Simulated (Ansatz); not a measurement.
Geometry relaxation of Si2H5OF

Si2H5OF, computed with RKS PBE0-D4/def2-TZVP (Ansatz 0.2.0).

Figures and captions count atoms from 1; the log counts them from 0 in places.

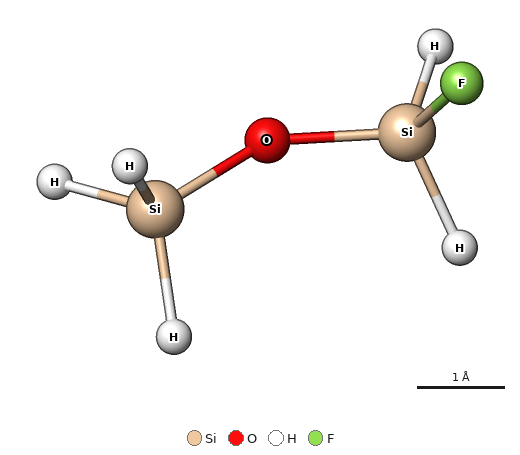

*The structure as given in the input (ball-and-stick view, seen at a tilt).*

Bond lengths as drawn: F–Si 1.61 Å, H–Si 1.48 to 1.49 Å and O–Si 1.61 to 1.64 Å.

## Summary

```json
{"quantity": "outcome", "value": "converged"}
{"quantity": "total energy", "value": "−20595.8100 eV"}
{"quantity": "mean-field energy", "value": "−20595.6662 eV"}
{"quantity": "dispersion energy", "value": "−0.1438 eV"}
{"quantity": "SCF solution under orbital rotations", "value": "stable"}
{"quantity": "largest force (length of the vector) at the end", "value": "0.002 eV/Å"}
{"quantity": "dipole moment", "value": "1.20 D"}
{"quantity": "hardware", "value": "8 threads of Intel Xeon @ 2.50GHz, 180 GiB of memory available, shared host"}
{"quantity": "wall time", "value": "39 s (CPU time 3.7 min)"}
{"quantity": "peak memory", "value": "0.67 GiB"}
```

## Input file
```yaml
crystal:
  periodic: [false, false, false]
  atoms:
    - {symbol: Si, position_ang: [0.462935, 1.380501, 1.221030]}
    - {symbol: O, position_ang: [-0.617405, 1.445123, 0.026614]}
    - {symbol: Si, position_ang: [-1.294256, 0.691705, -1.268388]}
    - {symbol: H, position_ang: [1.764661, 0.857637, 0.758538]}
    - {symbol: H, position_ang: [0.560238, 2.717754, 1.840707]}
    - {symbol: F, position_ang: [-0.058015, 0.389258, 2.373261]}
    - {symbol: H, position_ang: [-1.867451, 1.764174, -2.120878]}
    - {symbol: H, position_ang: [-0.281439, -0.059032, -2.047268]}
    - {symbol: H, position_ang: [-2.392550, -0.204752, -0.832912]}
basis:
  gaussian: {orbitals: def2-TZVP}
hamiltonian: {xc: pbe0, dispersion: d4}
relax: {f_tol: 0.005, max_steps: 200}
```

Launched with:
```bash
ansatz run in.yaml --threads 8 --pin off --events-out ev --progress --plain --max-ram 19148MiB
```

## Output
```
Functional definition: PBE0
  name "PBE0"
  cite "Adamo & Barone, J. Chem. Phys. 110, 6158 (1999) doi:10.1063/1.478522"
  cite "Perdew, Burke & Ernzerhof, Phys. Rev. Lett. 77, 3865 (1996) doi:10.1103/PhysRevLett.77.3865"
  parent pbe
  parameter a = 0.25
  parameter kappa = 0.804
  parameter beta = 0.06672455060314922
  exchange = (1 - a)*pbe_x(kappa = kappa, mu = beta*pi^2/3) + a*exact_x
  correlation = pbe_c(beta = beta)
1063 factors; their error is unknown
mean field evaluation 1: about -20590.5756 eV, gradient 5.8e1 eV
mean field evaluation 2: about -20580.9719 eV, gradient 9.4e1 eV
mean field evaluation 4: about -20595.5338 eV, gradient 5.3e0 eV
mean field evaluation 8: about -20595.6527 eV, gradient 2.9e-2 eV
mean field -20595.65267863 eV, -756.8762757049 hartree, gradient 6.6e-5 eV, S^2 0.000000; 0 other end points of the search recorded, 0 dependent functions left out
the calculation of the forces begins
reference -20595.65271252 eV, -756.8762769503 hartree; 25, 25 occupied and 141, 141 virtual orbitals, 1063 factors
relax step   1: F+E_penalty+E_count = -20595.79616486 eV  Δ(F+E_penalty+E_count) = +0.000e0 eV  max|allowed force component| = 6.236e-1 eV/Å  Δτ_max = 0.0000 Å  (24 SCF iters, accepted)
these checks for a lower state are left out or cut short: starts, cluster_reference, orbital_swaps, neighbouring_geometries, increment
1063 factors; their error is unknown
mean field evaluation 16: about -20595.5812 eV, gradient 6.1e-3 eV
mean field -20595.66322483 eV, -756.8766632705 hartree, gradient 1.1e-5 eV, S^2 0.000000; 0 other end points of the search recorded, 0 dependent functions left out
[... from here on the field's lines of each further geometry are left out, up to the last ...]
relax step   2: F+E_penalty+E_count = -20595.80696743 eV  Δ(F+E_penalty+E_count) = -1.080e-2 eV  max|allowed force component| = 3.176e-1 eV/Å  Δτ_max = 0.0331 Å  (28 SCF iters, accepted)
relax step   3: F+E_penalty+E_count = -20595.80892580 eV  Δ(F+E_penalty+E_count) = -1.958e-3 eV  max|allowed force component| = 1.018e-1 eV/Å  Δτ_max = 0.0101 Å  (29 SCF iters, accepted)
relax step   4: F+E_penalty+E_count = -20595.80912470 eV  Δ(F+E_penalty+E_count) = -1.989e-4 eV  max|allowed force component| = 1.166e-1 eV/Å  Δτ_max = 0.0166 Å  (28 SCF iters, accepted)
relax step   5: F+E_penalty+E_count = -20595.80946182 eV  Δ(F+E_penalty+E_count) = -3.371e-4 eV  max|allowed force component| = 1.575e-2 eV/Å  Δτ_max = 0.0193 Å  (29 SCF iters, accepted)
relax step   6: F+E_penalty+E_count = -20595.80949732 eV  Δ(F+E_penalty+E_count) = -3.550e-5 eV  max|allowed force component| = 1.092e-2 eV/Å  Δτ_max = 0.0071 Å  (29 SCF iters, accepted)
relax step   7: F+E_penalty+E_count = -20595.80952382 eV  Δ(F+E_penalty+E_count) = -2.650e-5 eV  max|allowed force component| = 6.148e-3 eV/Å  Δτ_max = 0.0039 Å  (22 SCF iters, accepted)
relax step   8: F+E_penalty+E_count = -20595.80960371 eV  Δ(F+E_penalty+E_count) = -7.989e-5 eV  max|allowed force component| = 1.838e-2 eV/Å  Δτ_max = 0.0199 Å  (28 SCF iters, accepted)
relax step   9: F+E_penalty+E_count = -20595.80968726 eV  Δ(F+E_penalty+E_count) = -8.355e-5 eV  max|allowed force component| = 3.573e-2 eV/Å  Δτ_max = 0.0276 Å  (27 SCF iters, accepted)
relax step  10: F+E_penalty+E_count = -20595.80976881 eV  Δ(F+E_penalty+E_count) = -8.155e-5 eV  max|allowed force component| = 2.923e-2 eV/Å  Δτ_max = 0.0138 Å  (28 SCF iters, accepted)
relax step  11: F+E_penalty+E_count = -20595.80986835 eV  Δ(F+E_penalty+E_count) = -9.954e-5 eV  max|allowed force component| = 1.868e-2 eV/Å  Δτ_max = 0.0223 Å  (28 SCF iters, accepted)
relax step  12: F+E_penalty+E_count = -20595.80992070 eV  Δ(F+E_penalty+E_count) = -5.235e-5 eV  max|allowed force component| = 1.458e-2 eV/Å  Δτ_max = 0.0209 Å  (28 SCF iters, accepted)
relax step  13: F+E_penalty+E_count = -20595.80994550 eV  Δ(F+E_penalty+E_count) = -2.480e-5 eV  max|allowed force component| = 1.758e-2 eV/Å  Δτ_max = 0.0206 Å  (28 SCF iters, accepted)
relax step  14: F+E_penalty+E_count = -20595.80996383 eV  Δ(F+E_penalty+E_count) = -1.832e-5 eV  max|allowed force component| = 1.442e-2 eV/Å  Δτ_max = 0.0083 Å  (29 SCF iters, accepted)
relax step  15: F+E_penalty+E_count = -20595.80996794 eV  Δ(F+E_penalty+E_count) = -4.110e-6 eV  max|allowed force component| = 9.207e-3 eV/Å  Δτ_max = 0.0009 Å  (19 SCF iters, accepted)
the calculation of the forces begins
reference -20595.66620004 eV, -756.8767726074 hartree; 25, 25 occupied and 141, 141 virtual orbitals, 1063 factors
relax step  16: F+E_penalty+E_count = -20595.80997091 eV  Δ(F+E_penalty+E_count) = -2.978e-6 eV  max|allowed force component| = 1.477e-3 eV/Å  Δτ_max = 0.0005 Å  (19 SCF iters, accepted)
```

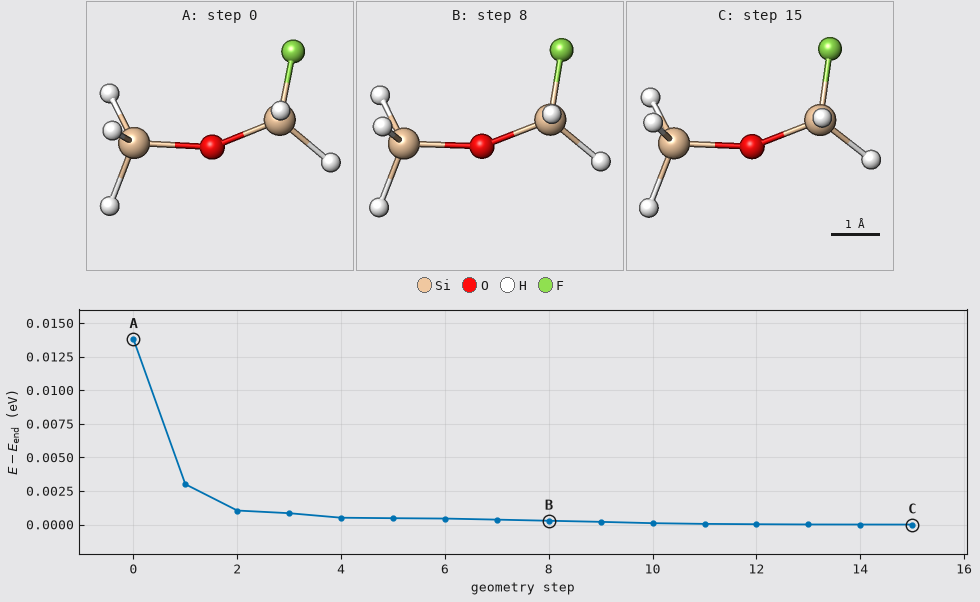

*Frames of the relaxation (ball-and-stick view, seen at a tilt) above the curves, on which the letters mark them (the first geometry is step 0 here and step 1 in the log).*

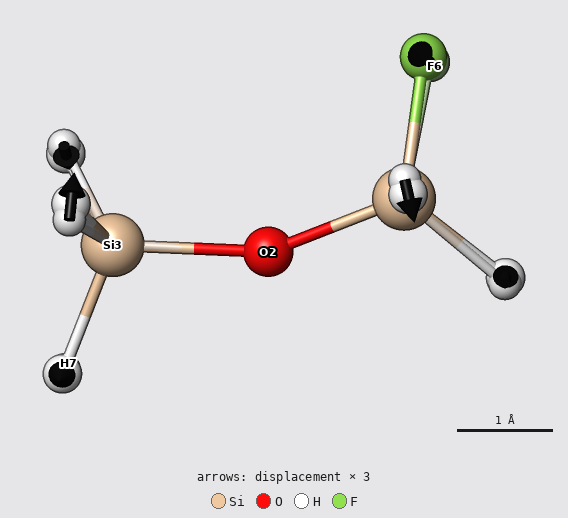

*Start (faint) and end (solid) with the displacements as black arrows, magnified 3 times (ball-and-stick view, seen at a tilt). The two geometries are laid on each other by the best rigid fit.*

After 15 geometry steps the energy has fallen by 0.014 eV. The largest force component goes from 0.62 to 0.0015 eV/Å. The atom that moves furthest after the best rigid fit is H8 (0.18 Å). Largest moves by element: H 0.18 Å, F 0.17 Å, Si 0.02 Å, O 0.01 Å. Among the contacts that change: Si1–F6 1.607 → 1.594 Å, Si1–O2 1.612 → 1.616 Å, Si3–H8 1.482 → 1.486 Å. (Atoms are counted from 1 in the order of the input.)

```
1063 factors; their error is unknown
mean field -20595.66616577 eV, -756.8767713482 hartree, gradient 3.7e-5 eV, S^2 0.000000; 1 other end points of the search recorded, 0 dependent functions left out
the calculation of the forces begins
reference -20595.66620004 eV, -756.8767726074 hartree; 25, 25 occupied and 141, 141 virtual orbitals, 1063 factors
Total energy: -20595.81000518 eV, -756.8820573488 hartree
Atom 0 at     0.466578     1.388408     1.227482 Å, force     0.000724    -0.000460    -0.001477 eV/Å
Atom 1 at    -0.615116     1.434909     0.027769 Å, force    -0.000682     0.000138    -0.000576 eV/Å
Atom 2 at    -1.312785     0.703916    -1.264687 Å, force     0.000441     0.000572     0.001374 eV/Å
Atom 3 at     1.797971     1.001659     0.709839 Å, force     0.000297     0.000171     0.000050 eV/Å
Atom 4 at     0.466882     2.694413     1.915364 Å, force    -0.000242     0.000477    -0.000015 eV/Å
Atom 5 at     0.037993     0.279857     2.289841 Å, force    -0.000453    -0.000896     0.001249 eV/Å
Atom 6 at    -1.756705     1.759003    -2.206128 Å, force     0.000157     0.000807    -0.001070 eV/Å
Atom 7 at    -0.329145    -0.185865    -1.934567 Å, force    -0.000131     0.000061     0.000140 eV/Å
Atom 8 at    -2.478954    -0.093932    -0.814208 Å, force    -0.000111    -0.000871     0.000325 eV/Å
Dipole moment:     0.058140     0.106903    -0.219307 e Å
```

## Trajectory as extended XYZ (Å, eV, eV/Å), 16 frames, from step=1 to step=16
```
9
Properties=species:S:1:pos:R:3:forces:R:3 step=1 energy=-20595.79616
Si    0.4629    1.3805    1.2210   -0.1001  -0.0820   0.6236
O    -0.6174    1.4451    0.0266   -0.0058  -0.2110  -0.1580
Si   -1.2943    0.6917   -1.2684   -0.2345   0.3450  -0.0939
H     1.7647    0.8576    0.7585    0.0121  -0.0388  -0.0746
H     0.5602    2.7178    1.8407    0.0292   0.0097  -0.0590
F    -0.0580    0.3893    2.3733    0.1224   0.1675  -0.3323
H    -1.8675    1.7642   -2.1209    0.0229  -0.0581  -0.0213
H    -0.2814   -0.0590   -2.0473    0.0763  -0.0707   0.0633
H    -2.3925   -0.2048   -0.8329    0.0774  -0.0616   0.0523
9
Properties=species:S:1:pos:R:3:forces:R:3 step=2 energy=-20595.80697
Si    0.4577    1.3818    1.2260   -0.0428  -0.1265   0.3176
O    -0.6211    1.4509    0.0278   -0.0425  -0.0698  -0.1137
Si   -1.3021    0.7109   -1.2721   -0.0256   0.0457   0.0428
H     1.7523    0.8534    0.7436    0.0066  -0.0006  -0.0278
H     0.5650    2.7198    1.8412    0.0083  -0.0070  -0.0117
F    -0.0586    0.3739    2.3596    0.0746   0.1559  -0.2020
H    -1.8685    1.7714   -2.1411    0.0022  -0.0455   0.0014
H    -0.2775   -0.0659   -2.0151    0.0329   0.0182  -0.0067
H    -2.3703   -0.2139   -0.8193   -0.0137   0.0296   0.0002
9
Properties=species:S:1:pos:R:3:forces:R:3 step=3 energy=-20595.80893
Si    0.4567    1.3815    1.2295    0.0066  -0.0622   0.1018
O    -0.6212    1.4493    0.0285   -0.0343  -0.0275  -0.0636
Si   -1.3028    0.7112   -1.2711    0.0170   0.0126   0.0429
H     1.7498    0.8538    0.7395    0.0024   0.0104  -0.0079
H     0.5667    2.7195    1.8432   -0.0003  -0.0018   0.0008
F    -0.0575    0.3717    2.3544    0.0188   0.0593  -0.0619
H    -1.8698    1.7634   -2.1467   -0.0036  -0.0051  -0.0057
H    -0.2702   -0.0607   -2.0105   -0.0029   0.0060   0.0006
H    -2.3751   -0.2074   -0.8161   -0.0036   0.0084  -0.0071
9
Properties=species:S:1:pos:R:3:forces:R:3 step=4 energy=-20595.80912
Si    0.4591    1.3816    1.2311    0.0203  -0.0696   0.1166
O    -0.6144    1.4362    0.0272   -0.0475  -0.0048  -0.0647
Si   -1.3043    0.7096   -1.2728    0.0117  -0.0014   0.0271
H     1.7583    0.8665    0.7459    0.0132   0.0064  -0.0106
H     0.5544    2.7206    1.8438   -0.0006   0.0089   0.0034
F    -0.0486    0.3687    2.3559    0.0157   0.0544  -0.0572
H    -1.8618    1.7682   -2.1465   -0.0058   0.0024  -0.0066
H    -0.2810   -0.0704   -2.0154    0.0032   0.0010  -0.0033
H    -2.3851   -0.1986   -0.8186   -0.0102   0.0026  -0.0048
9
Properties=species:S:1:pos:R:3:forces:R:3 step=5 energy=-20595.80946
Si    0.4627    1.3800    1.2345    0.0122   0.0158  -0.0011
O    -0.6084    1.4245    0.0259   -0.0053   0.0043  -0.0060
Si   -1.3061    0.7080   -1.2739    0.0020  -0.0114   0.0001
H     1.7698    0.8811    0.7513   -0.0043  -0.0019  -0.0003
H     0.5439    2.7209    1.8463   -0.0015   0.0020  -0.0006
F    -0.0414    0.3669    2.3564   -0.0031  -0.0146   0.0067
H    -1.8558    1.7715   -2.1475    0.0031   0.0031   0.0006
H    -0.2907   -0.0807   -2.0186    0.0004   0.0012  -0.0025
H    -2.3974   -0.1898   -0.8237   -0.0035   0.0016   0.0029
9
Properties=species:S:1:pos:R:3:forces:R:3 step=6 energy=-20595.80950
Si    0.4636    1.3809    1.2353    0.0001  -0.0026  -0.0109
O    -0.6066    1.4203    0.0255    0.0028   0.0078   0.0074
Si   -1.3065    0.7062   -1.2742   -0.0013   0.0028  -0.0038
H     1.7722    0.8864    0.7519    0.0011   0.0036   0.0023
H     0.5378    2.7222    1.8474   -0.0005  -0.0022   0.0001
F    -0.0368    0.3636    2.3555   -0.0010  -0.0034   0.0049
H    -1.8498    1.7735   -2.1474   -0.0008  -0.0020  -0.0004
H    -0.2943   -0.0855   -2.0201   -0.0013  -0.0038   0.0018
H    -2.4029   -0.1854   -0.8233    0.0009  -0.0002  -0.0015
9
Properties=species:S:1:pos:R:3:forces:R:3 step=7 energy=-20595.80952
Si    0.4638    1.3810    1.2352   -0.0024  -0.0058  -0.0028
O    -0.6064    1.4202    0.0255    0.0028   0.0061   0.0031
Si   -1.3066    0.7063   -1.2742   -0.0038  -0.0009  -0.0005
H     1.7737    0.8899    0.7520    0.0013   0.0019   0.0000
H     0.5358    2.7217    1.8488   -0.0013  -0.0015   0.0011
F    -0.0348    0.3613    2.3542    0.0013   0.0020  -0.0013
H    -1.8480    1.7735   -2.1487    0.0017  -0.0008  -0.0008
H    -0.2958   -0.0888   -2.0185   -0.0005  -0.0010   0.0016
H    -2.4050   -0.1828   -0.8235    0.0010   0.0001  -0.0004
9
Properties=species:S:1:pos:R:3:forces:R:3 step=8 energy=-20595.80960
Si    0.4651    1.3817    1.2340   -0.0156  -0.0098   0.0184
O    -0.6069    1.4214    0.0257    0.0022   0.0001  -0.0074
Si   -1.3085    0.7068   -1.2734    0.0094  -0.0148   0.0057
H     1.7800    0.9070    0.7484   -0.0015  -0.0019  -0.0055
H     0.5246    2.7184    1.8576   -0.0002  -0.0009   0.0021
F    -0.0243    0.3489    2.3460    0.0088   0.0138  -0.0176
H    -1.8349    1.7733   -2.1578   -0.0003  -0.0007   0.0032
H    -0.3024   -0.1041   -2.0076   -0.0014   0.0056   0.0018
H    -2.4160   -0.1710   -0.8221   -0.0013   0.0087  -0.0007
9
Properties=species:S:1:pos:R:3:forces:R:3 step=9 energy=-20595.80969
Si    0.4659    1.3832    1.2323   -0.0185  -0.0183   0.0357
O    -0.6082    1.4247    0.0259    0.0023  -0.0065  -0.0169
Si   -1.3089    0.7061   -1.2720   -0.0021  -0.0140   0.0132
H     1.7863    0.9302    0.7402   -0.0073  -0.0020  -0.0050
H     0.5104    2.7133    1.8717   -0.0004  -0.0047  -0.0003
F    -0.0099    0.3313    2.3333    0.0155   0.0276  -0.0333
H    -1.8188    1.7701   -2.1694    0.0114  -0.0014   0.0013
H    -0.3075   -0.1253   -1.9909   -0.0103   0.0144   0.0060
H    -2.4326   -0.1512   -0.8203    0.0093   0.0050  -0.0006
9
Properties=species:S:1:pos:R:3:forces:R:3 step=10 energy=-20595.80977
Si    0.4659    1.3843    1.2319   -0.0101  -0.0195   0.0268
O    -0.6092    1.4258    0.0262    0.0007  -0.0027  -0.0105
Si   -1.3098    0.7057   -1.2708    0.0009  -0.0153   0.0045
H     1.7884    0.9420    0.7347   -0.0104   0.0009  -0.0002
H     0.5031    2.7110    1.8791   -0.0016  -0.0089  -0.0026
F    -0.0020    0.3226    2.3267    0.0138   0.0272  -0.0292
H    -1.8077    1.7692   -2.1758    0.0076  -0.0054   0.0056
H    -0.3115   -0.1356   -1.9825   -0.0112   0.0142   0.0082
H    -2.4405   -0.1426   -0.8190    0.0102   0.0096  -0.0026
9
Properties=species:S:1:pos:R:3:forces:R:3 step=11 energy=-20595.80987
Si    0.4658    1.3857    1.2305    0.0042  -0.0133   0.0161
O    -0.6113    1.4287    0.0267   -0.0016   0.0022  -0.0009
Si   -1.3109    0.7048   -1.2684    0.0006  -0.0075  -0.0098
H     1.7910    0.9604    0.7250   -0.0132   0.0042   0.0061
H     0.4914    2.7062    1.8912   -0.0008  -0.0113  -0.0054
F     0.0105    0.3089    2.3152    0.0091   0.0182  -0.0187
H    -1.7904    1.7665   -2.1858    0.0030  -0.0094   0.0085
H    -0.3162   -0.1512   -1.9673   -0.0113   0.0084   0.0086
H    -2.4531   -0.1276   -0.8164    0.0100   0.0085  -0.0045
9
Properties=species:S:1:pos:R:3:forces:R:3 step=12 energy=-20595.80992
Si    0.4659    1.3869    1.2292    0.0084  -0.0112   0.0129
O    -0.6129    1.4314    0.0271   -0.0022   0.0054   0.0027
Si   -1.3116    0.7047   -1.2668   -0.0029  -0.0075  -0.0119
H     1.7936    0.9771    0.7178   -0.0106   0.0042   0.0068
H     0.4812    2.7016    1.9015   -0.0005  -0.0098  -0.0051
F     0.0216    0.2967    2.3049    0.0064   0.0146  -0.0141
H    -1.7764    1.7641   -2.1944    0.0028  -0.0102   0.0080
H    -0.3214   -0.1659   -1.9534   -0.0067   0.0072   0.0042
H    -2.4633   -0.1142   -0.8151    0.0052   0.0073  -0.0036
9
Properties=species:S:1:pos:R:3:forces:R:3 step=13 energy=-20595.80995
Si    0.4664    1.3879    1.2277    0.0027  -0.0096   0.0170
O    -0.6146    1.4338    0.0276   -0.0011   0.0009   0.0044
Si   -1.3127    0.7035   -1.2647   -0.0019   0.0066  -0.0176
H     1.7970    0.9953    0.7118   -0.0049   0.0014   0.0024
H     0.4703    2.6964    1.9115    0.0003  -0.0048  -0.0025
F     0.0339    0.2840    2.2942    0.0053   0.0134  -0.0140
H    -1.7609    1.7599   -2.2034   -0.0015  -0.0050   0.0063
H    -0.3267   -0.1796   -1.9402   -0.0046  -0.0032   0.0058
H    -2.4759   -0.0989   -0.8138    0.0058   0.0004  -0.0019
9
Properties=species:S:1:pos:R:3:forces:R:3 step=14 energy=-20595.80996
Si    0.4666    1.3884    1.2273   -0.0013  -0.0110   0.0144
O    -0.6149    1.4349    0.0276    0.0002   0.0017   0.0017
Si   -1.3127    0.7040   -1.2647   -0.0049  -0.0009  -0.0051
H     1.7980    1.0010    0.7100   -0.0021   0.0012   0.0011
H     0.4668    2.6947    1.9149    0.0006  -0.0028  -0.0014
F     0.0376    0.2799    2.2904    0.0046   0.0129  -0.0125
H    -1.7573    1.7594   -2.2060    0.0021  -0.0040   0.0026
H    -0.3289   -0.1856   -1.9349   -0.0017   0.0017   0.0005
H    -2.4786   -0.0944   -0.8139    0.0024   0.0012  -0.0013
9
Properties=species:S:1:pos:R:3:forces:R:3 step=15 energy=-20595.80997
Si    0.4666    1.3885    1.2274   -0.0011  -0.0086   0.0092
O    -0.6151    1.4350    0.0277   -0.0007   0.0014   0.0007
Si   -1.3129    0.7041   -1.2646   -0.0002  -0.0022  -0.0025
H     1.7980    1.0016    0.7098   -0.0008   0.0006   0.0004
H     0.4668    2.6945    1.9153    0.0000  -0.0012  -0.0006
F     0.0380    0.2796    2.2900    0.0030   0.0090  -0.0084
H    -1.7565    1.7593   -2.2064   -0.0001  -0.0018   0.0017
H    -0.3293   -0.1859   -1.9344   -0.0003   0.0010   0.0001
H    -2.4788   -0.0943   -0.8139    0.0003   0.0019  -0.0007
9
Properties=species:S:1:pos:R:3:forces:R:3 step=16 energy=-20595.80997
Si    0.4666    1.3884    1.2275    0.0007  -0.0005  -0.0015
O    -0.6151    1.4349    0.0278   -0.0007   0.0001  -0.0006
Si   -1.3128    0.7039   -1.2647    0.0004   0.0006   0.0014
H     1.7980    1.0017    0.7098    0.0003   0.0002   0.0001
H     0.4669    2.6944    1.9154   -0.0002   0.0005   0.0000
F     0.0380    0.2799    2.2898   -0.0005  -0.0009   0.0012
H    -1.7567    1.7590   -2.2061    0.0002   0.0008  -0.0011
H    -0.3291   -0.1859   -1.9346   -0.0001   0.0001   0.0001
H    -2.4790   -0.0939   -0.8142   -0.0001  -0.0009   0.0003
```

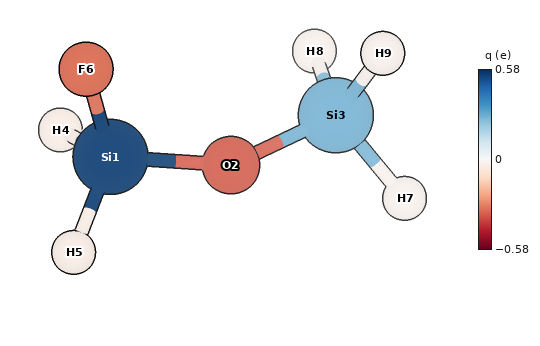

*Mulliken charges, as the colour of each atom (ball-and-stick view, seen at a tilt; atoms are numbered from 1 in the order of the input).*

By element: Si +0.28 to +0.55, O −0.35, H −0.05 to −0.03 and F −0.31 e.
